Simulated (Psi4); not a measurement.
**B3LYP/cc-pVDZ (sweep point 3) run of SiHF3 (SMILES F[SiH](F)F)**

Aim: the vertical ionisation energy of SiHF3 at B3LYP/cc-pVDZ (sweep point 3), from 2 runs. 

Program for the calculation: Psi4 1.11.

4 further runs of the same task are left out: 4 set aside as unsound or not needed.

### Step 1. Starting point

SiHF3 has 5 atoms, charge 0, and is taken as a singlet. SMILES: `F[SiH](F)F`. The shape is that of a PBE0-D4/def2-TZVP optimisation.

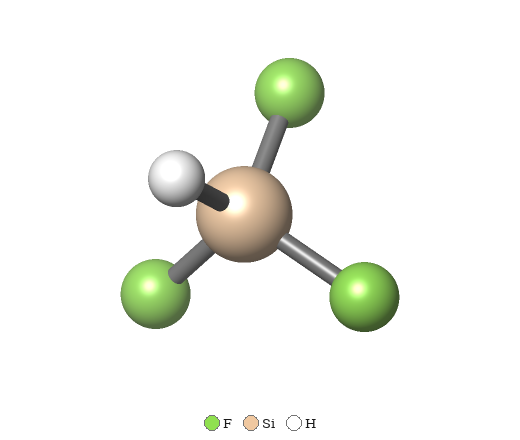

Viewed from a chosen angle; fluorine green, silicon light orange, hydrogen white.

### Step 2. The energy at B3LYP/cc-pVDZ (sweep point 3)

The input, f3hsi.in:

```
memory 1600 mb

molecule {
  0 1
  F     -0.84489655    -0.15533549     2.81814857
  Si     0.07691185     0.00321253    -0.00340151
  F     -1.12835547     2.42149506    -1.24192801
  F     -0.93711519    -2.38729101    -1.44979788
  H      2.83345535     0.11791891    -0.12302117
  units bohr
  symmetry c1
}

set {
  basis cc-pVDZ
  puream true
  scf_type pk
  dft_radial_points 99
  dft_spherical_points 590
  d_convergence 0.0001
  e_convergence 0.0001
}

energy("b3lyp")
```

Launch:

```sh
$ psi4 f3hsi.in f3hsi.out -n 1
```

f3hsi.out:

```text
[...]
  Running in c1 symmetry.
[...]
  Nuclear repulsion =  188.407850502799874
[...]
  Multiplicity = 1
[...]
  Nalpha       = 21
  Nbeta        = 21
[...]
    Number of basis functions: 65
[...]
   @RKS iter   1:  -589.69906406704388   -3.49022e-01   9.11636e-03 ADIIS/DIIS
[...]
   @RKS iter   5:  -589.80758865234532   -5.99194e-06   1.09361e-05 DIIS
[...]
    Orbital Energies [Eh]
    ---------------------
    Doubly Occupied:
       1A    -66.272930     2A    -24.718552     3A    -24.718543
       4A    -24.718503     5A     -5.410875     6A     -3.771265
       7A     -3.771264     8A     -3.767073     9A     -1.243746
      10A     -1.214463    11A     -1.214425    12A     -0.603783
      13A     -0.522716    14A     -0.522702    15A     -0.511648
      16A     -0.468464    17A     -0.468454    18A     -0.444889
      19A     -0.444865    20A     -0.428345    21A     -0.396319
[...]
  @RKS Final Energy:  -589.80758865234532
   => Energetics <=
    Nuclear Repulsion Energy =            188.4078505027998744
    One-Electron Energy =               -1194.6296166891895609
    Two-Electron Energy =                 459.1046921488230055
    DFT Exchange-Correlation Energy =     -42.6905146147786496
    Empirical Dispersion Energy =           0.0000000000000000
    VV10 Nonlocal Energy =                  0.0000000000000000
    Total Energy =                       -589.8075886523453164
[...]
 Multipole Moments:
 ------------------------------------------------------------------------------------
     Multipole            Electronic (a.u.)      Nuclear  (a.u.)        Total (a.u.)
 ------------------------------------------------------------------------------------
 L = 1.  Multiply by 2.5417464519 to convert [e a0] to [Debye]
 Dipole X            :         -1.7562109            2.2804039            0.5241930
 Dipole Y            :         -0.0730738            0.0949100            0.0218362
 Dipole Z            :          0.0761138           -0.0990473           -0.0229335
 Magnitude           :                                                    0.5251486
[...]
```

Wall time 16 s (1 thread of AMD EPYC 7R43 (Zen 3), shared host); peak memory 0.75 GiB.

### Step 3. The doublet cation

The input, calc.dat:

```
memory 1.6 GB

molecule mol {
  1 2
  F     -0.84489655    -0.15533549     2.81814857
  Si     0.07691185     0.00321253    -0.00340151
  F     -1.12835547     2.42149506    -1.24192801
  F     -0.93711519    -2.38729101    -1.44979788
  H      2.83345535     0.11791891    -0.12302117
  units bohr
  symmetry c1
}

set globals {
  basis                cc-pVDZ
  reference            uks
  puream               true
  scf_type             pk
  dft_radial_points    99
  dft_spherical_points 590
  d_convergence        0.0001
  e_convergence        0.0001
  maxiter              150
}

E = energy('b3lyp')
```

Launch:

```sh
$ psi4 calc.dat calc.out -n 1
```

calc.out:

```text
[...]
  Running in c1 symmetry.
[...]
  Nuclear repulsion =  188.407850502799874
[...]
  Multiplicity = 2
[...]
  Nalpha       = 21
  Nbeta        = 20
[...]
    Number of basis functions: 65
[...]
   @UKS iter   1:  -589.18781202721721    1.62230e-01   8.06764e-03 ADIIS/DIIS
[...]
   @UKS iter   6:  -589.29648784785422   -1.96781e-05   5.30736e-05 DIIS
[...]
   @S^2 Observed:                7.567304126E-01
[...]
    Orbital Energies [Eh]
    ---------------------
    Alpha Occupied:
       1A    -66.590986     2A    -25.023346     3A    -25.022172
       4A    -25.021375     5A     -5.728946     6A     -4.088495
       7A     -4.087961     8A     -4.087956     9A     -1.537816
      10A     -1.508900    11A     -1.508329    12A     -0.914609
      13A     -0.822430    14A     -0.810317    15A     -0.809929
      16A     -0.756017    17A     -0.755965    18A     -0.741644
      19A     -0.731164    20A     -0.730885    21A     -0.710510
    Alpha Virtual:
      22A     -0.236189    23A     -0.225520    24A     -0.225501
      25A     -0.140532    26A     -0.037397    27A      0.067629
[...]
  @UKS Final Energy:  -589.29648784785422
   => Energetics <=
    Nuclear Repulsion Energy =            188.4078505027998744
    One-Electron Energy =               -1182.1253496511390040
    Two-Electron Energy =                 446.7523923036692395
    DFT Exchange-Correlation Energy =     -42.3313810031843758
    Empirical Dispersion Energy =           0.0000000000000000
    VV10 Nonlocal Energy =                  0.0000000000000000
    Total Energy =                       -589.2964878478542232
[...]
 Multipole Moments:
 ------------------------------------------------------------------------------------
     Multipole            Electronic (a.u.)      Nuclear  (a.u.)        Total (a.u.)
 ------------------------------------------------------------------------------------
 L = 1.  Multiply by 2.5417464519 to convert [e a0] to [Debye]
 Dipole X            :         -0.6458198            2.2804039            1.6345840
 Dipole Y            :         -0.0296625            0.0949100            0.0652475
 Dipole Z            :          0.0211594           -0.0990473           -0.0778879
 Magnitude           :                                                    1.6377389
[...]
```

It took 19 s on 1 thread of AMD EPYC 7R43 (Zen 3), shared host; peak memory 0.75 GiB.

### Step 4. Summary of results

Level: B3LYP/cc-pVDZ (sweep point 3).

| quantity | value |
| --- | --- |
| singlet SiHF3: total energy | -589.80759 Eh |
| singlet SiHF3: dipole moment | 1.33 D |
| singlet SiHF3: HOMO energy | -10.78 eV |
| singlet SiHF3: LUMO energy | 1.39 eV |
| singlet SiHF3: HOMO–LUMO gap | 12.17 eV |
| doublet cation: total energy | -589.29649 Eh |
| doublet cation: HOMO energy (highest over α and β) | -19.17 eV |
| doublet cation: LUMO energy (lowest over α and β) | -16.96 eV |
| doublet cation: ⟨S²⟩ | 0.757 |
| vertical ionisation energy (to the doublet cation) | 13.908 eV |

In words: Removing an electron at fixed nuclei costs 13.91 eV (1342 kJ/mol). −ε(HOMO) before ionisation, 10.78 eV, is 3.12 eV below this ionisation energy.
